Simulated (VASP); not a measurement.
Band structure of ZnCl₂ (space group I-42d). Level of theory: PBEsol GGA with spin-orbit coupling, VASP's PBE PAW potentials (set 64) (plane waves; VASP 6.6.1).

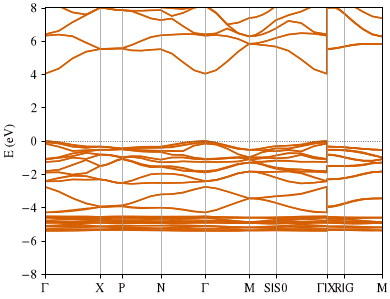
Figure. Bands along high-symmetry lines, zero at the valence-band maximum or, without a gap, the Fermi level

**Question.** Read the plot: is there a gap, and where are the band edges?

**Answer.** The gap is direct, 4.03 eV, from the valence maximum at Γ to the conduction minimum at Γ.

The structure comes from a computed database's ZnCl2 entry (I-42d); how it stands against other phases isn't given here. It was relaxed first.
